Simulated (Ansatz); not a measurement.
# BH− (quartet): correlated methods under varied settings at distance B1–H2 = 2.262 Å

Aim: run BH− (quartet) at one geometry under a spread of methods and options, and see what each costs and gives.

The runs use Ansatz 0.2.0, Gaussian basis; the settings change from run to run.

17 further runs of the same task are left out: 11 that didn't finish, 6 set aside as unsound or not needed.

## (1) The geometry

The geometry derives from a PBE0/def2-TZVPD stationary point (not a proven minimum). One bond is set to the value named and the two fragments are kept rigid.

2 atoms, charge -1, spin multiplicity 4.

Atoms are counted from 1 here; the program's logs count them from 0.

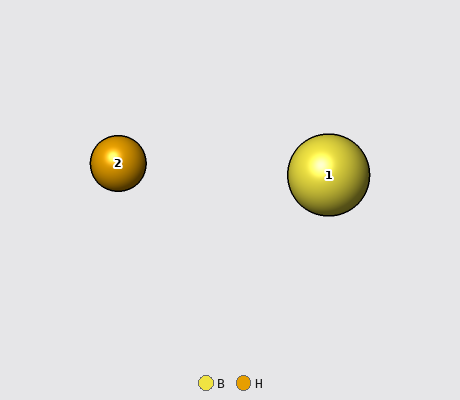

The geometry (boron yellow, hydrogen amber); atoms are numbered from 1 in the order of the file.

## (2) HF/STO-3G

Contents of in.yaml:

```yaml
crystal:
  periodic: [false, false, false]
  atoms:
    - {symbol: B, position_ang: [0.000000, 0.000000, 0.000000]}
    - {symbol: H, position_ang: [0.000000, 0.000000, 2.262000]}
basis:
  gaussian: {orbitals: STO-3G}
total_charge: -1
magnetization: {spin_polarized: true, initial_magnetization: 3}
hamiltonian: {xc: hf}
output: {forces: true, orbitals: {seedname: orbitals}}
```

Run with:

```bash
$ ansatz run in.yaml --threads 1 --pin off --events-out ev --progress --plain --max-ram 2393MiB
```

The program printed:

```text
Functional definition: HF
  name "HF"
  cite "Fock, Z. Phys. 61, 126 (1930) doi:10.1007/BF01340294"
  parent pbe
  exchange = exact_x
  correlation = 0
71 factors; integrals over basis functions are off by at most 1.4e-6 eV
mean field evaluation 1: about -662.4643 eV, gradient 2.9e0 eV
mean field evaluation 2: about -662.4777 eV, gradient 2.9e0 eV
mean field evaluation 4: about -662.7456 eV, gradient 1.4e0 eV
mean field evaluation 8: about -662.9072 eV, gradient 5.6e-2 eV
mean field evaluation 16: about -661.1018 eV, gradient 4.6e0 eV
mean field evaluation 32: about -661.8459 eV, gradient 3.8e-3 eV
mean field -662.90695085 eV, -24.3613811094 hartree, gradient 1.6e-5 eV, S^2 3.840042; 0 other end points of the search recorded, 0 dependent functions left out
the calculation of the forces begins
reference -662.90695085 eV, -24.3613811094 hartree; 5, 2 occupied and 1, 4 virtual orbitals, 71 factors
Total energy: -662.90695085 eV, -24.3613811094 hartree
Atom 0 at     0.000000     0.000000     0.000000 Å, force    -0.000000     0.000000     2.493183 eV/Å
Atom 1 at     0.000000     0.000000     2.262000 Å, force     0.000000    -0.000000    -2.493183 eV/Å
Dipole moment:     0.000000     0.000000    -0.434273 e Å
```

It took 0.25 s on 1 thread of AMD EPYC, shared host.

From the report: ⟨S²⟩ of the determinant 3.840 (pure quartet: 3.75).

## (3) MRCISD+Q(3,7)/cc-pVDZ

Contents of in.yaml:

```yaml
crystal:
  periodic: [false, false, false]
  atoms:
    - {symbol: B, position_ang: [0.000000, 0.000000, 0.000000]}
    - {symbol: H, position_ang: [0.000000, 0.000000, 2.262000]}
basis:
  gaussian: {orbitals: cc-pVDZ}
total_charge: -1
magnetization: {spin_polarized: false, initial_magnetization: 3}
correlation: {method: fic_mrcisd_q, electrons: all, active_space: {window: {electrons: 3, orbitals: 7}}}
```

The command is unchanged.

The program printed (excerpt; [...] marks lines left out):

```text
Functional definition: HF
  name "HF"
  cite "Fock, Z. Phys. 61, 126 (1930) doi:10.1007/BF01340294"
  parent pbe
[...]
177 factors; integrals over basis functions are off by at most 2.6e-3 eV
[...]
mean field -680.29619731 eV, -25.0004241298 hartree, gradient 6.9e-6 eV, S^2 3.750000; 9 other end points of the search recorded, 0 dependent functions left out
reference -680.29619731 eV, -25.0004241298 hartree; 5, 2 occupied and 14, 17 virtual orbitals, 177 factors
state -680.47592294 eV, -25.0070289250 hartree
contracted CI cycle   1: correlation 0.00000000 eV, 0.0000000000 hartree, residual 8.45e0 eV
contracted CI cycle   2: correlation -1.75004567 eV, -0.0643129920 hartree, residual 2.05e0 eV
contracted CI cycle   3: correlation -1.88572612 eV, -0.0692991569 hartree, residual 1.03e0 eV
contracted CI cycle   4: correlation -1.93427680 eV, -0.0710833614 hartree, residual 6.81e-1 eV
[...]
contracted CI cycle   7: correlation -2.13533006 eV, -0.0784719322 hartree, residual 7.68e-2 eV
contracted CI cycle   8: correlation -2.13555521 eV, -0.0784802066 hartree, residual 3.36e-2 eV
contracted CI cycle   9: correlation -2.13558835 eV, -0.0784814245 hartree, residual 1.24e-2 eV
contracted CI cycle  10: correlation -2.13559315 eV, -0.0784816006 hartree, residual 4.47e-3 eV
contracted CI cycle  11: correlation -2.13559386 eV, -0.0784816269 hartree, residual 1.89e-3 eV
contracted CI cycle  12: correlation -2.13559397 eV, -0.0784816307 hartree, residual 6.03e-4 eV
contracted CI cycle  13: correlation -2.13559397 eV, -0.0784816310 hartree, residual 1.69e-4 eV
state -680.25554257 eV, -24.9989300957 hartree; corrected -682.81559207 eV, -25.0930101797 hartree
state -680.25554257 eV, -24.9989300957 hartree; corrected -682.81559207 eV, -25.0930101797 hartree
WARN: the results are in doubt because another end's mean lies 0.220 eV lower, and its corrected mean 0.093 eV higher
Total energy: -682.81559207 eV, -25.0930101797 hartree
In doubt: another end's mean lies 0.220 eV lower, and its corrected mean 0.093 eV higher
```

It took 5.5 s on 1 thread of AMD EPYC, shared host.

From the report: 19 determinants; active occupations 1.00, 0.99, 0.99, 0.01, 0.01, 0.00, 0.00. Mind the lines of doubt at the end of the log.

## (4) CCSD(T) on UHF/6-31++G**

Contents of in.yaml:

```yaml
crystal:
  periodic: [false, false, false]
  atoms:
    - {symbol: B, position_ang: [0.000000, 0.000000, 0.000000]}
    - {symbol: H, position_ang: [0.000000, 0.000000, 2.262000]}
basis:
  gaussian: {orbitals: "6-31++G**"}
total_charge: -1
magnetization: {spin_polarized: true, initial_magnetization: 3}
correlation: {method: ccsd_t, electrons: outside_noble_gas, diis_vectors: 4}
scf: {lower_state_search: off}
```

Same command.

The program printed (excerpt; [...] marks lines left out):

```text
Functional definition: HF
  name "HF"
  cite "Fock, Z. Phys. 61, 126 (1930) doi:10.1007/BF01340294"
  parent pbe
[...]
218 factors; integrals over basis functions are off by at most 5.7e-4 eV
[...]
mean field -680.81010192 eV, -25.0193097759 hartree, gradient 2.0e-6 eV, S^2 3.825441; 0 other end points of the search recorded, 0 dependent functions left out
1 core orbitals not correlated: weight in the atoms' cores, before any rotation towards them, 1.000 or more for the frozen orbitals, at most 0.000 for the correlated occupied ones
reference -680.81010192 eV, -25.0193097759 hartree; 4, 1 occupied and 20, 23 virtual orbitals, 218 factors
second order -1.29994859 eV of doubles, -0.00000000 eV of singles
cycle   1  -1.59656613 eV  change   -3.0e-1 eV  update   6.4e-2
[...]
cycle  18  -1.87864500 eV  change    3.3e-6 eV  update   4.2e-6
perturbative correction -0.07826988 eV, -0.0028763651 hartree
Total energy: -682.76701680 eV, -25.0912250713 hartree
Checks for a lower state left out: stability, starts, cluster_reference, orbital_swaps, neighbouring_geometries, increment
```

It took 0.58 s on 1 thread of AMD EPYC, shared host.

From the report: ⟨S²⟩ of the determinant 3.825 (pure quartet: 3.75); correlation -1.9569 eV; T1 0.041; largest double amplitude 0.10.

## (5) CASSCF(5,9)/aug-cc-pVDZ

Contents of in.yaml:

```yaml
crystal:
  periodic: [false, false, false]
  atoms:
    - {symbol: B, position_ang: [0.000000, 0.000000, 0.000000]}
    - {symbol: H, position_ang: [0.000000, 0.000000, 2.262000]}
basis:
  gaussian: {orbitals: aug-cc-pVDZ}
total_charge: -1
magnetization: {spin_polarized: false, initial_magnetization: 3}
correlation: {active_space: {window: {electrons: 5, orbitals: 9}}}
```

Same command.

The program printed:

```text
Functional definition: HF
  name "HF"
  cite "Fock, Z. Phys. 61, 126 (1930) doi:10.1007/BF01340294"
  parent pbe
  exchange = exact_x
  correlation = 0
313 factors; integrals over basis functions are off by at most 1.0e-3 eV
mean field evaluation 1: about -675.4598 eV, gradient 1.3e1 eV
mean field evaluation 2: about -675.4871 eV, gradient 1.3e1 eV
mean field evaluation 4: about -680.5401 eV, gradient 4.5e0 eV
mean field evaluation 8: about -680.7941 eV, gradient 3.1e-1 eV
mean field evaluation 16: about -680.2049 eV, gradient 2.9e0 eV
mean field evaluation 32: about -680.1258 eV, gradient 2.8e-1 eV
mean field evaluation 64: about -680.4407 eV, gradient 1.4e0 eV
mean field evaluation 96: about -680.1413 eV, gradient 9.6e-3 eV
mean field evaluation 128: about -680.7601 eV, gradient 4.6e-1 eV
mean field -680.79544645 eV, -25.0187711974 hartree, gradient 3.2e-6 eV, S^2 3.750000; 12 other end points of the search recorded, 0 dependent functions left out
reference -680.79544645 eV, -25.0187711974 hartree; 5, 2 occupied and 27, 30 virtual orbitals, 313 factors
state -682.40786444 eV, -25.0780264655 hartree
Total energy: -682.40786444 eV, -25.0780264655 hartree
```

Wall time 17 s (1 thread of AMD EPYC, shared host).

From the report: 1,134 determinants; active occupations 1.89, 1.00, 0.98, 0.98, 0.07, 0.03, 0.03, 0.02, 0.01.

## (6) CCSDT(Q)/B on ROHF/cc-pVTZ

Contents of in.yaml:

```yaml
crystal:
  periodic: [false, false, false]
  atoms:
    - {symbol: B, position_ang: [0.000000, 0.000000, 0.000000]}
    - {symbol: H, position_ang: [0.000000, 0.000000, 2.262000]}
basis:
  gaussian: {orbitals: cc-pVTZ, point_charges: [{charge: -0.50, position_ang: [4.807, 0.222, -0.702]}]}
total_charge: -1
magnetization: {spin_polarized: false, initial_magnetization: 3}
correlation: {method: ccsdt_q_b, electrons: valence}
accuracy: high
```

The command is unchanged.

The program printed (excerpt; [...] marks lines left out):

```text
Functional definition: HF
  name "HF"
  cite "Fock, Z. Phys. 61, 126 (1930) doi:10.1007/BF01340294"
  parent pbe
[...]
552 factors; integrals over basis functions are off by at most 3.2e-9 eV
[...]
mean field -679.09773098 eV, -24.9563813045 hartree, gradient 2.4e-8 eV, S^2 3.750000; 14 other end points of the search recorded, 0 dependent functions left out
[...]
determinant -679.09773098 eV, -24.9563813045 hartree, with singles and doubles -681.66472633 eV, -25.0507166436 hartree
determinant -678.88918877 eV, -24.9487175195 hartree, with singles and doubles -681.55718596 eV, -25.0467646081 hartree
determinant -678.86129119 eV, -24.9476923027 hartree, with singles and doubles -681.65572094 eV, -25.0503857015 hartree
determinant -678.47493174 eV, -24.9334938548 hartree, with singles and doubles -680.83004387 eV, -25.0200426290 hartree
[...]
determinant -678.86129119 eV, -24.9476923027 hartree, with singles and doubles -681.60378792 eV, -25.0484771984 hartree
determinant -679.09773098 eV, -24.9563813045 hartree, with singles and doubles -681.62760514 eV, -25.0493524649 hartree
determinant -678.88918877 eV, -24.9487175195 hartree, with singles and doubles -681.56920579 eV, -25.0472063285 hartree
determinant -678.86129119 eV, -24.9476923027 hartree, with singles and doubles -681.60262947 eV, -25.0484346261 hartree
[...]
1 core orbitals not correlated: weight in the atoms' cores, before any rotation towards them, 1.000 or more for the frozen orbitals, at most 0.000 for the correlated occupied ones
reference -679.09773098 eV, -24.9563813045 hartree; 4, 1 occupied and 39, 42 virtual orbitals, 552 factors
second order -1.79146528 eV of doubles, -0.08621612 eV of singles
cycle   1  -2.23760126 eV  change   -3.6e-1 eV  update   6.9e-2
[...]
cycle  44  -2.65710823 eV  change   1.8e-10 eV  update  7.0e-11
perturbative correction -0.00395918 eV, -0.0001454971 hartree
Total energy: -681.75879839 eV, -25.0541737282 hartree
```

It took 49 s on 1 thread of AMD EPYC, shared host; peak memory 0.29 GiB.

From the report: correlation -2.6611 eV; T1 0.081; largest double amplitude 0.15.

## (7) All runs side by side

Where basis and cores are those of an earlier FCI/aug-cc-pVDZ run (-683.3237 eV), and the state is the same kind, the miss against it is given. † marks a result that the program doubts.

```
                                             level         correlated  functions  energy (eV)  from FCI (meV)    time
                                         HF/STO-3G                             6    -662.9070                  0.25 s
                           MRCISD+Q(3,7)/cc-pVDZ †                all         19    -682.8156                   5.5 s
                          CCSD(T) on UHF/6-31++G**  outside noble gas         25    -682.7670                  0.58 s
                           CASSCF(5,9)/aug-cc-pVDZ                            32    -682.4079           915.9    17 s
CCSDT(Q)/B on ROHF/cc-pVTZ (beside a point charge)            valence         44    -681.7588                    49 s
```

## (8) Outcome

```
quantity                                                     value
    runs                                                         5
quickest                                         HF/STO-3G, 0.25 s
 slowest  CCSDT(Q)/B on ROHF/cc-pVTZ (beside a point charge), 49 s
```

**Reading.** Total energies in different bases, with other cores or another treatment of relativity can't be set against each other. CCSDT(Q)/B on ROHF/cc-pVTZ (beside a point charge) took 196 times as long as HF/STO-3G; the jobs differ in more than the method. Hartree-Fock, CASSCF and CASCI lack dynamic correlation by design.
